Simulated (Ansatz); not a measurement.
# CH7BClNSi: up Jacob's ladder to CCSD(T)

Aim: compute CH7BClNSi with functionals from several rungs and with coupled cluster, and see how far each lands from CCSD(T) at the basis-set limit for the atomisation energy.

Method: functionals in def2-TZVPP, the program's frozen cores in correlated methods; program: Ansatz 0.2.0, Gaussian basis.

Levels to be run: PBE-D4, r2SCAN-D4, PBE0-D4, B3LYP-D4, ωB97X-V, ωB97M-V, B2PLYP; CCSD(T)/def2-TZVPP; MP2/def2-QZVPP; extrapolation to the limit.

**1. The geometry**

All runs share one geometry, relaxed beforehand with PBE0-D4 in a triple-zeta def2 set.

SMILES `NBC[SiH2]Cl`, 12 atoms, charge 0, spin multiplicity 1.

Atoms are counted from 1 here; the program's logs count them from 0.

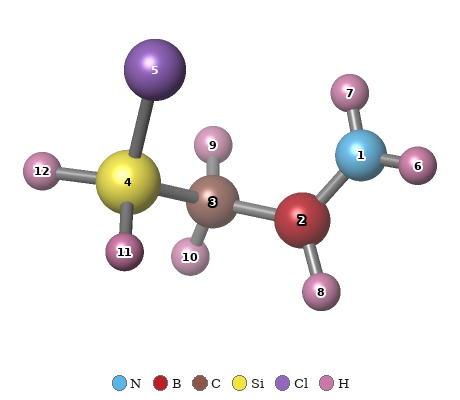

The structure; nitrogen blue, boron red, carbon brown, silicon yellow, chlorine purple, hydrogen pink; atoms are numbered from 1 in the order of the file.

**2. PBE-D4 (GGA)**

The input, in.yaml:

```yaml
crystal:
  periodic: [false, false, false]
  atoms:
    - {symbol: N, position_ang: [-1.520054, -0.248577, 1.299095]}
    - {symbol: B, position_ang: [-0.559875, -0.919713, 0.551936]}
    - {symbol: C, position_ang: [0.853129, -0.295170, 0.275962]}
    - {symbol: Si, position_ang: [0.887906, 0.662819, -1.317423]}
    - {symbol: Cl, position_ang: [-0.328692, 2.325213, -1.145526]}
    - {symbol: H, position_ang: [-2.443385, -0.613630, 1.453853]}
    - {symbol: H, position_ang: [-1.377327, 0.667786, 1.690547]}
    - {symbol: H, position_ang: [-0.859255, -1.986343, 0.090014]}
    - {symbol: H, position_ang: [1.181187, 0.394014, 1.062190]}
    - {symbol: H, position_ang: [1.616230, -1.074805, 0.168874]}
    - {symbol: H, position_ang: [0.379728, -0.132950, -2.461194]}
    - {symbol: H, position_ang: [2.247307, 1.166158, -1.634327]}
basis:
  gaussian: {orbitals: def2-TZVPP}
hamiltonian: {xc: pbe, dispersion: d4}
output: {forces: true, orbitals: {seedname: orbitals}}
```

The run is started by

```console
ansatz run in.yaml --threads 4 --pin off --events-out ev --progress --plain --max-ram 10444MiB
```

The runs that follow: r2SCAN-D4 (meta-GGA); PBE0-D4 (hybrid); B3LYP-D4 (hybrid); ωB97X-V (range-separated); ωB97M-V (range-separated); B2PLYP (double hybrid); CCSD(T) in def2-TZVPP; MP2 in def2-QZVPP.

Q: Predict the results of all the runs planned. Wanted: atomisation energy, CCSD(T)/CBS; farthest; mean size of error, hybrid; mean size of error, range-separated; gap, smallest and largest; T1 diagnostic; triples share of the correlation energy.

The runs gave:

```
                               quantity                                 value
        atomisation energy, CCSD(T)/CBS                         4334.0 kJ/mol
 functionals within 21.7 kJ/mol (0.5 %)          r2SCAN-D4, PBE0-D4, B3LYP-D4
                               farthest                 PBE-D4 (+59.9 kJ/mol)
             mean size of error, hybrid                           15.0 kJ/mol
    mean size of error, range-separated                           30.9 kJ/mol
              gap, smallest and largest  6.18 eV (PBE-D4), 12.94 eV (ωB97X-V)
                          T1 diagnostic                                0.0109
triples share of the correlation energy                                 3.8 %
```

In words: PBE-D4 is off by +59.9 kJ/mol. Double hybrids carry the basis error of their MP2 part in triple zeta, and no dispersion term here, so their miss is partly the set-up's. Misses under about 21.7 kJ/mol are within the doubt on the reference itself, which lacks core-valence correlation, relativity and higher excitations. Hartree-Fock recovers 75 % of the binding; the rest is correlation. The gap grows from 6.2 to 12.9 eV across the functionals, mostly with the share of exact exchange.
